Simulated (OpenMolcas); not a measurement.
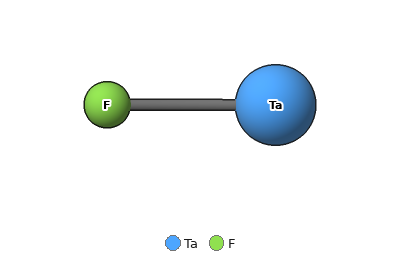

The molecule at the reference distance of 1.785 Å.

## Relativistic diatomic calculation for TaF⁺ (part 1 of 2)

TaF⁺. Computed at this level: SA-CASSCF(9,9)/XMS-CASPT2 + RASSI spin-orbit (X2C scalar, AMFI), ANO-RCC-VDZP (OpenMolcas).

Key numbers:

- outcome: converged
- lowest spin-free state: ⁴Σ
- lowest spin-orbit level: Ω = 1/2, −15701.36824 hartree
- next level: Ω = 3/2, 706 cm⁻¹
- hardware: 1 thread of Arm Neoverse V2, 24 GiB of memory available, shared host
- wall time: 1.9 min
- peak memory: 0.58 GiB

Notes:

To bear in mind: some states lack their degenerate partner or have no clean Λ, as happens where the state averages cut through terms; 6 of the 64 spin-orbit states have no clean Ω, so their splittings aren't to be trusted.

Input:
```
&GATEWAY
Coord
2
angstrom
Ta 0.0 0.0 0.0
F 0.0 0.0 1.7850
Basis=ANO-RCC-VDZP
Group=XY
RX2C
AMFI
ANGMom
0.0 0.0 0.0
RICD
&SEWARD
&GUESSORB
&RASSCF
FileOrb=$CurrDir/o21.orb
Symmetry=1
Spin=2
nActEl=9 0 0
Inactive=20 16
RAS2=5 4
CIRoot=8 8 1
Linear
Iterations=120 100
OrbListing=Nothing
PRWF=0.15
>>COPY $Project.RasOrb $CurrDir/o21.orb
>>COPY $Project.rasscf.h5 $CurrDir/r21.h5
&CASPT2
XMultistate=all
Imaginary=0.2
IPEA=0.25
MaxIter=40
>>COPY $Project.JobMix JOB001
&RASSCF
FileOrb=$CurrDir/o41.orb
Symmetry=1
Spin=4
nActEl=9 0 0
Inactive=20 16
RAS2=5 4
CIRoot=1 1 1
Linear
Iterations=120 100
OrbListing=Nothing
PRWF=0.15
>>COPY $Project.RasOrb $CurrDir/o41.orb
>>COPY $Project.rasscf.h5 $CurrDir/r41.h5
&CASPT2
XMultistate=all
Imaginary=0.2
IPEA=0.25
MaxIter=40
>>COPY $Project.JobMix JOB002
&RASSCF
CIOnly
FileOrb=$CurrDir/ref.orb
Symmetry=2
Spin=4
nActEl=9 0 0
Inactive=20 16
RAS2=5 4
CIRoot=6 6 1
Linear
Iterations=120 100
OrbListing=Nothing
PRWF=0.15
>>COPY $Project.RasOrb $CurrDir/o42.orb
>>COPY $Project.rasscf.h5 $CurrDir/r42.h5
&CASPT2
XMultistate=all
Imaginary=0.2
IPEA=0.25
MaxIter=40
>>COPY $Project.JobMix JOB003
&RASSCF
CIOnly
FileOrb=$CurrDir/ref.orb
Symmetry=2
Spin=2
nActEl=9 0 0
Inactive=20 16
RAS2=5 4
CIRoot=10 10 1
Linear
Iterations=120 100
OrbListing=Nothing
PRWF=0.15
>>COPY $Project.RasOrb $CurrDir/o22.orb
>>COPY $Project.rasscf.h5 $CurrDir/r22.h5
&CASPT2
XMultistate=all
Imaginary=0.2
IPEA=0.25
MaxIter=40
>>COPY $Project.JobMix JOB004
&RASSI
Nr of JobIphs=4 8 1 6 10
1 2 3 4 5 6 7 8
1
1 2 3 4 5 6
1 2 3 4 5 6 7 8 9 10
SpinOrbit
EJob
Omega
MEES
MESO
Properties=4
'AngMom' 3 'Mltpl  1' 1 'Mltpl  1' 2 'Mltpl  1' 3
Thrs=1.0d-4
>>COPY $Project.rassi.h5 $CurrDir/so.h5
```

The first orbital files come from an earlier step.

Command:
```bash
pymolcas m.inp (one call a module block, same work directory)
```

The program's output (extracts):
```
++    Wave function specifications:
      Number of closed shell electrons          72
      Number of electrons in active shells       9
      Number of inactive orbitals               36
      Number of active orbitals                  9
      Number of secondary orbitals              37
      Spin quantum number                      0.5
      State symmetry                             1
++    Orbital specifications:
      Symmetry species                           1   2
                                                 a   b
      Frozen orbitals                            0   0
      Inactive orbitals                         20  16
      Active orbitals                            5   4
      RAS2 orbitals                              5   4
      Secondary orbitals                        19  18
      Number of basis functions                 44  38
      printout of CI-coefficients larger than  0.15 for root  1
      energy=  -15700.978820
      conf/sym  11111 2222     Coeff  Weight
          1266  02u20 2200   0.44780 0.20052
          2771  02u02 2200  -0.86943 0.75591
      printout of CI-coefficients larger than  0.15 for root  2
      energy=  -15700.978820
      conf/sym  11111 2222     Coeff  Weight
           986  022u0 2200  -0.44780 0.20052
          2981  020u2 2200  -0.86943 0.75591
      printout of CI-coefficients larger than  0.15 for root  3
      energy=  -15700.966429
      conf/sym  11111 2222     Coeff  Weight
          1581  0220u 2200  -0.42616 0.18161
          1756  02udu 2200  -0.77121 0.59476
          1966  0202u 2200   0.42616 0.18161
      printout of CI-coefficients larger than  0.15 for root  4
      energy=  -15700.966429
      conf/sym  11111 2222     Coeff  Weight
          1581  0220u 2200  -0.54533 0.29738
          1756  02udu 2200   0.60268 0.36323
          1966  0202u 2200   0.54533 0.29738
      printout of CI-coefficients larger than  0.15 for root  5
      energy=  -15700.944746
      conf/sym  11111 2222     Coeff  Weight
          1581  0220u 2200   0.69191 0.47875
          1966  0202u 2200   0.69191 0.47875
      printout of CI-coefficients larger than  0.15 for root  6
      energy=  -15700.924241
      conf/sym  11111 2222     Coeff  Weight
          2351  02uud 2200  -0.97814 0.95677
      printout of CI-coefficients larger than  0.15 for root  7
      energy=  -15700.899144
      conf/sym  11111 2222     Coeff  Weight
          1266  02u20 2200   0.87022 0.75728
          2771  02u02 2200   0.44740 0.20017
      printout of CI-coefficients larger than  0.15 for root  8
      energy=  -15700.899144
      conf/sym  11111 2222     Coeff  Weight
           986  022u0 2200  -0.87022 0.75728
          2981  020u2 2200   0.44740 0.20017
      Natural orbitals and occupation numbers for root  1
      sym 1:   0.028925   1.971435   0.999981   0.418913   1.580855
      sym 2:   1.970758   1.970758   0.029187   0.029187
      Natural orbitals and occupation numbers for root  2
      sym 1:   0.028925   1.971435   0.418913   0.999981   1.580855
      sym 2:   1.970758   1.970758   0.029187   0.029187
      Natural orbitals and occupation numbers for root  3
      sym 1:   0.028321   1.971889   0.999957   0.999956   0.999991
      sym 2:   1.971011   1.971011   0.028932   0.028932
      Natural orbitals and occupation numbers for root  4
      sym 1:   0.028321   1.971889   0.999957   0.999956   0.999991
      sym 2:   1.971011   1.971011   0.028932   0.028932
      Natural orbitals and occupation numbers for root  5
      sym 1:   0.028579   1.971808   0.999675   0.999675   1.000091
      sym 2:   1.970974   1.970974   0.029112   0.029112
      Natural orbitals and occupation numbers for root  6
      sym 1:   0.028454   1.971720   0.999891   0.999891   0.999955
      sym 2:   1.970940   1.970940   0.029105   0.029105
      Natural orbitals and occupation numbers for root  7
      sym 1:   0.028078   1.972186   0.999890   1.580569   0.419040
      sym 2:   1.971141   1.971141   0.028977   0.028977
      Natural orbitals and occupation numbers for root  8
      sym 1:   0.028078   1.972186   1.580569   0.999890   0.419040
      sym 2:   1.971141   1.971141   0.028977   0.028977
      RASSCF energy for state  8                 -15700.89914440
::    RASSCF root number  1 Total energy: -15700.97881975
::    RASSCF root number  2 Total energy: -15700.97881974
::    RASSCF root number  3 Total energy: -15700.96642891
::    RASSCF root number  4 Total energy: -15700.96642891
::    RASSCF root number  5 Total energy: -15700.94474647
::    RASSCF root number  6 Total energy: -15700.92424137
::    RASSCF root number  7 Total energy: -15700.89914441
::    RASSCF root number  8 Total energy: -15700.89914440
      Von Neumann Entropy (Root   1) =  1.56929
++    Wave function specifications:
      Number of closed shell electrons          10
      Number of electrons in active shells       9
      Number of inactive orbitals                5
      Number of active orbitals                  9
      Number of secondary orbitals              37
      Spin quantum number                      0.5
      State symmetry                             1
      Number of CSFs                          4420
      Number of CASSCF root(s) available         8
      CASPT2 state passed to geometry opt.       8
      A file JOBMIX will be created
      This is a MULTI-STATE CASSCF reference
      Number of CI roots used                    8
      These are:                                 1   2   3   4   5   6   7   8
      Off-diagonal elements of Heff are computed
  FINAL CASPT2 RESULT:
      Reference energy:      -15700.9788197479
      E2 (Non-variational):      -0.3666161415
      Shift correction:          -0.0027679392
      E2 (Variational):          -0.3693840807
      Total energy:          -15701.3482038286
      Reference weight:           0.92563
  FINAL CASPT2 RESULT:
      Reference energy:      -15700.9788197422
      E2 (Non-variational):      -0.3666065220
      Shift correction:          -0.0027662930
      E2 (Variational):          -0.3693728150
      Total energy:          -15701.3481925572
      Reference weight:           0.92565
  FINAL CASPT2 RESULT:
      Reference energy:      -15700.9664289059
      E2 (Non-variational):      -0.3450551514
      Shift correction:          -0.0004981790
      E2 (Variational):          -0.3455533304
      Total energy:          -15701.3119822363
      Reference weight:           0.95641
  FINAL CASPT2 RESULT:
      Reference energy:      -15700.9664289058
      E2 (Non-variational):      -0.3450717035
      Shift correction:          -0.0004983578
      E2 (Variational):          -0.3455700613
      Total energy:          -15701.3119989672
      Reference weight:           0.95640
  FINAL CASPT2 RESULT:
      Reference energy:      -15700.9447464681
      E2 (Non-variational):      -0.3545465213
      Shift correction:          -0.0009658899
      E2 (Variational):          -0.3555124113
      Total energy:          -15701.3002588794
      Reference weight:           0.94815
  FINAL CASPT2 RESULT:
      Reference energy:      -15700.9242413665
      E2 (Non-variational):      -0.3571321409
      Shift correction:          -0.0016095017
      E2 (Variational):          -0.3587416427
      Total energy:          -15701.2829830092
      Reference weight:           0.94339
  FINAL CASPT2 RESULT:
      Reference energy:      -15700.8991444070
      E2 (Non-variational):      -0.3576168977
      Shift correction:          -0.0011210163
      E2 (Variational):          -0.3587379140
      Total energy:          -15701.2578823210
      Reference weight:           0.94821
  FINAL CASPT2 RESULT:
      Reference energy:      -15700.8991444039
      E2 (Non-variational):      -0.3576178781
      Shift correction:          -0.0011215000
      E2 (Variational):          -0.3587393782
      Total energy:          -15701.2578837821
      Reference weight:           0.94820
       Total XMS-CASPT2 energies:
::    XMS-CASPT2 Root  1     Total energy: -15701.34231064
::    XMS-CASPT2 Root  2     Total energy: -15701.34230194
::    XMS-CASPT2 Root  3     Total energy: -15701.31199897
::    XMS-CASPT2 Root  4     Total energy: -15701.31198223
::    XMS-CASPT2 Root  5     Total energy: -15701.30025888
::    XMS-CASPT2 Root  6     Total energy: -15701.28298301
::    XMS-CASPT2 Root  7     Total energy: -15701.26377551
::    XMS-CASPT2 Root  8     Total energy: -15701.26377440
++    Wave function specifications:
      Number of closed shell electrons          72
      Number of electrons in active shells       9
      Number of inactive orbitals               36
      Number of active orbitals                  9
      Number of secondary orbitals              37
      Spin quantum number                      1.5
      State symmetry                             1
      printout of CI-coefficients larger than  0.15 for root  1
      energy=  -15701.022240
      conf/sym  11111 2222     Coeff  Weight
          1997  02uuu 2200   0.97868 0.95781
      Natural orbitals and occupation numbers for root  1
      sym 1:   0.028125   1.972076   0.999950   0.999950   1.000024
      sym 2:   1.970969   1.970969   0.028968   0.028968
      RASSCF energy for state  1                 -15701.02223962
::    RASSCF root number  1 Total energy: -15701.02223962
      Von Neumann Entropy (Root   1) =  1.82509
++    Wave function specifications:
      Number of closed shell electrons          10
      Number of electrons in active shells       9
      Number of inactive orbitals                5
      Number of active orbitals                  9
      Number of secondary orbitals              37
      Spin quantum number                      1.5
      State symmetry                             1
      Number of CSFs                          2880
      Number of CASSCF root(s) available         1
      CASPT2 state passed to geometry opt.       1
      A file JOBMIX will be created
      This is a CASSCF or RASSCF reference function
  FINAL CASPT2 RESULT:
      Reference energy:      -15701.0222396189
      E2 (Non-variational):      -0.3423871904
      Shift correction:          -0.0003861975
      E2 (Variational):          -0.3427733879
      Total energy:          -15701.3650130068
      Reference weight:           0.95864
++    Wave function specifications:
      Number of closed shell electrons          72
      Number of electrons in active shells       9
      Number of inactive orbitals               36
      Number of active orbitals                  9
      Number of secondary orbitals              37
      Spin quantum number                      1.5
      State symmetry                             2
      printout of CI-coefficients larger than  0.15 for root  1
      energy=  -15700.646239
      conf/sym  11111 2222     Coeff  Weight
          1105  uduu2 2u00  -0.16796 0.02821
          1129  02uu2 2u00  -0.94562 0.89420
          1138  02uu2 200u   0.16151 0.02609
      printout of CI-coefficients larger than  0.15 for root  2
      energy=  -15700.646239
      conf/sym  11111 2222     Coeff  Weight
          1106  uduu2 u200   0.16796 0.02821
          1130  02uu2 u200   0.94562 0.89420
          1134  02uu2 02u0   0.16151 0.02609
      printout of CI-coefficients larger than  0.15 for root  3
      energy=  -15700.601630
      conf/sym  11111 2222     Coeff  Weight
           578  022uu u200   0.65351 0.42708
           769  02u2u 2u00   0.65351 0.42708
      printout of CI-coefficients larger than  0.15 for root  4
      energy=  -15700.601630
      conf/sym  11111 2222     Coeff  Weight
           577  022uu 2u00   0.65351 0.42708
           770  02u2u u200  -0.65351 0.42708
      printout of CI-coefficients larger than  0.15 for root  5
      energy=  -15700.600794
      conf/sym  11111 2222     Coeff  Weight
           578  022uu u200  -0.66203 0.43828
           769  02u2u 2u00   0.66202 0.43828
      printout of CI-coefficients larger than  0.15 for root  6
      energy=  -15700.600794
      conf/sym  11111 2222     Coeff  Weight
           577  022uu 2u00  -0.66203 0.43828
           770  02u2u u200  -0.66202 0.43828
      Natural orbitals and occupation numbers for root  1
      sym 1:   0.016912   1.983602   1.001167   0.999424   1.993628
      sym 2:   1.982356   0.998639   0.016141   0.008130
      Natural orbitals and occupation numbers for root  2
      sym 1:   0.016912   1.983602   1.001167   0.999424   1.993628
      sym 2:   0.998639   1.982356   0.008130   0.016141
      Natural orbitals and occupation numbers for root  3
      sym 1:   0.015592   1.984484   1.498322   1.498327   1.000137
      sym 2:   1.489583   1.489578   0.011989   0.011989
      Natural orbitals and occupation numbers for root  4
      sym 1:   0.015592   1.984484   1.498322   1.498327   1.000137
      sym 2:   1.489578   1.489583   0.011989   0.011989
      Natural orbitals and occupation numbers for root  5
      sym 1:   0.015828   1.984169   1.493452   1.497652   0.998795
      sym 2:   1.493091   1.489169   0.013363   0.014481
      Natural orbitals and occupation numbers for root  6
      sym 1:   0.015828   1.984169   1.493452   1.497652   0.998795
      sym 2:   1.489168   1.493091   0.014481   0.013363
      RASSCF energy for state  6                 -15700.60079428
::    RASSCF root number  1 Total energy: -15700.64623874
::    RASSCF root number  2 Total energy: -15700.64623874
::    RASSCF root number  3 Total energy: -15700.60163037
::    RASSCF root number  4 Total energy: -15700.60163037
::    RASSCF root number  5 Total energy: -15700.60079428
::    RASSCF root number  6 Total energy: -15700.60079428
      Von Neumann Entropy (Root   1) =  1.67584
++    Wave function specifications:
      Number of closed shell electrons          10
      Number of electrons in active shells       9
      Number of inactive orbitals                5
      Number of active orbitals                  9
      Number of secondary orbitals              37
      Spin quantum number                      1.5
      State symmetry                             2
      Number of CSFs                          2880
      Number of CASSCF root(s) available         6
      CASPT2 state passed to geometry opt.       6
      A file JOBMIX will be created
      This is a MULTI-STATE CASSCF reference
      Number of CI roots used                    6
      These are:                                 1   2   3   4   5   6
      Off-diagonal elements of Heff are computed
  FINAL CASPT2 RESULT:
      Reference energy:      -15700.6462386958
      E2 (Non-variational):      -0.3756622611
      Shift correction:          -0.0039314004
      E2 (Variational):          -0.3795936615
      Total energy:          -15701.0258323574
      Reference weight:           0.91779
  FINAL CASPT2 RESULT:
      Reference energy:      -15700.6462386958
      E2 (Non-variational):      -0.3756622611
      Shift correction:          -0.0039314004
      E2 (Variational):          -0.3795936615
      Total energy:          -15701.0258323573
      Reference weight:           0.91779
  FINAL CASPT2 RESULT:
      Reference energy:      -15700.6016303206
      E2 (Non-variational):      -0.3713037150
      Shift correction:          -0.0020159940
      E2 (Variational):          -0.3733197090
      Total energy:          -15700.9749500296
      Reference weight:           0.93475
  FINAL CASPT2 RESULT:
      Reference energy:      -15700.6016303206
      E2 (Non-variational):      -0.3713037150
      Shift correction:          -0.0020159940
      E2 (Variational):          -0.3733197090
      Total energy:          -15700.9749500296
      Reference weight:           0.93475
  FINAL CASPT2 RESULT:
      Reference energy:      -15700.6007942362
      E2 (Non-variational):      -0.3719716288
      Shift correction:          -0.0022414907
      E2 (Variational):          -0.3742131195
      Total energy:          -15SPIN-FREE ENERGIES:
  (Shifted by EMIN (a.u.) =     -15701.3650130068)
 SF State       Relative EMIN(au)   Rel lowest level(eV)    D:o, cm**(-1)      Abs_M
     9             0.0000000000        0.0000000000              0.0000         0.0
     1             0.0227023629        0.6177627658           4982.5927         2.0
     2             0.0227110709        0.6179997217           4984.5039         2.0
     3             0.0530140368        1.4425854307          11635.2362         4.0
     4             0.0530307734        1.4430408574          11638.9094         4.0
     5             0.0647541271        1.7620495644          14211.8882         0.0
     6             0.0820299978        2.2321499545          18003.5035         0.0
     7             0.1012374952        2.7548125836          22219.0619         2.0
     8             0.1012386093        2.7548429002          22219.3065         2.0
    10             0.3391325059        9.2282656071          74430.9817         1.0
    11             0.3391325059        9.2282656071          74430.9817         1.0
    16             0.3437968812        9.3551897243          75454.6938         1.0
    17             0.3437968812        9.3551897243          75454.6938         1.0
    18             0.3692922231       10.0489533212          81050.2745         3.0
    19             0.3692922231       10.0489533212          81050.2745         3.0
    20             0.3701226049       10.0715491604          81232.5223         5.0
    21             0.3701226049       10.0715491604          81232.5223         5.0
    22             0.3704330510       10.0799968279          81300.6573         1.0
    23             0.3704330510       10.0799968279          81300.6573         1.0
    12             0.3900297664       10.6132506197          85601.6392         2.1
    13             0.3900297664       10.6132506197          85601.6392         2.1
    14             0.3900870054       10.6148081734          85614.2017         2.4
    15             0.3900870054       10.6148081734          85614.2017         2.4
    24             0.3902794040       10.6200436072          85656.4283         1.0
    25             0.3902794040       10.6200436072          85656.4283         1.0
```

(Continued in part 2.)
